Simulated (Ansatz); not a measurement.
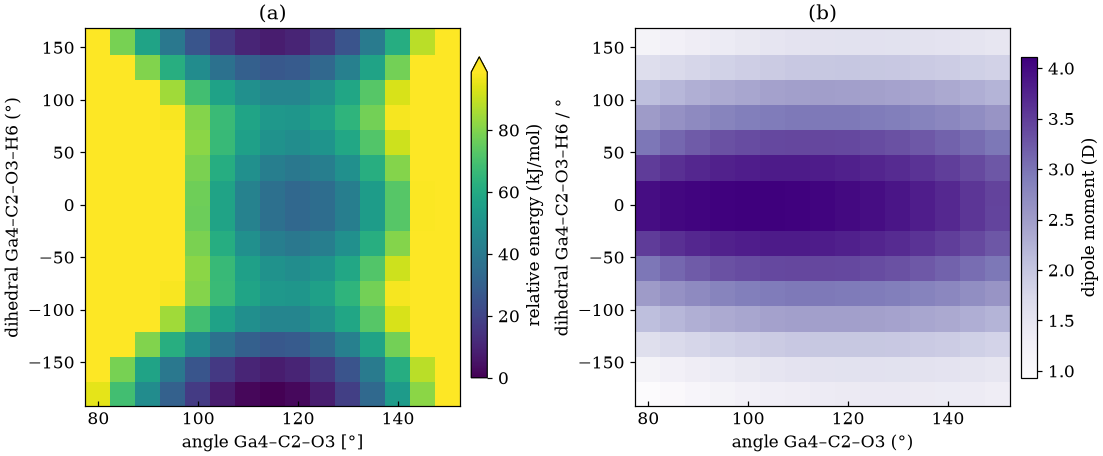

CH4GaNO, SMILES N=[C](O)[GaH2]. 
- Coordinates scanned: (1) angle Ga4–C2–O3; (2) dihedral Ga4–C2–O3–H6.
- Nothing is relaxed (all other coordinates rigid).
- The scan uses a 15 × 15 grid.
- Points are written as (first, second).
- Energies: kJ/mol, counted from the lowest grid point.
- The calculation used RHF/def2-TZVP (Ansatz 0.2.0).

Panel (a) is the energy and panel (b) the computed dipole moment on the same grid.

Drawn: one coloured cell a grid point, one colour for all values above the top of the scale.

**How does the dipole moment vary over the map, and what is it at the lowest grid point?**

Leaving out the highest fifth of the energies, it runs from 0.93 D at (79.9°, −180°) to 4.11 D at (99.9°, −12°). At the lowest grid point, (114.9°, −180°), it is 1.37 D.

```csv
"dihedral Ga4–C2–O3–H6 ↓, angle Ga4–C2–O3 →",79.9,84.9,89.9,94.9,99.9,104.9,109.9,114.9,119.9,124.9,129.9,134.9,139.9,144.9,149.9
156,1.17,1.25,1.32,1.39,1.45,1.49,1.53,1.56,1.57,1.58,1.58,1.56,1.55,1.52,1.49
132,1.64,1.72,1.79,1.85,1.90,1.94,1.97,1.98,1.99,1.99,1.97,1.95,1.92,1.88,1.83
108,2.09,2.19,2.28,2.34,2.40,2.44,2.46,2.47,2.47,2.46,2.43,2.40,2.35,2.29,2.23
84,2.52,2.64,2.74,2.82,2.88,2.92,2.95,2.95,2.95,2.92,2.89,2.84,2.77,2.70,2.61
60,2.98,3.12,3.23,3.31,3.36,3.40,3.41,3.41,3.39,3.36,3.31,3.25,3.17,3.07,2.96
36,3.51,3.62,3.71,3.77,3.81,3.83,3.83,3.81,3.78,3.74,3.67,3.59,3.50,3.39,3.26
12,3.97,4.03,4.07,4.10,4.11,4.11,4.09,4.06,4.02,3.96,3.89,3.80,3.70,3.58,3.44
−12,3.97,4.03,4.07,4.10,4.11,4.11,4.09,4.06,4.02,3.96,3.89,3.80,3.70,3.58,3.44
−36,3.51,3.62,3.71,3.77,3.81,3.83,3.83,3.81,3.78,3.74,3.67,3.59,3.50,3.39,3.26
−60,2.98,3.12,3.23,3.31,3.36,3.40,3.41,3.41,3.39,3.36,3.31,3.25,3.16,3.07,2.96
−84,2.52,2.64,2.74,2.82,2.88,2.92,2.95,2.95,2.94,2.92,2.89,2.84,2.77,2.69,2.61
−108,2.09,2.19,2.27,2.34,2.40,2.44,2.46,2.47,2.47,2.46,2.43,2.40,2.35,2.29,2.22
−132,1.64,1.72,1.79,1.85,1.90,1.94,1.96,1.98,1.99,1.98,1.97,1.95,1.91,1.87,1.83
−156,1.17,1.25,1.32,1.39,1.45,1.49,1.53,1.56,1.57,1.58,1.58,1.56,1.54,1.52,1.48
−180,0.93,1.02,1.10,1.18,1.24,1.30,1.34,1.37,1.39,1.41,1.41,1.40,1.39,1.37,1.34
```
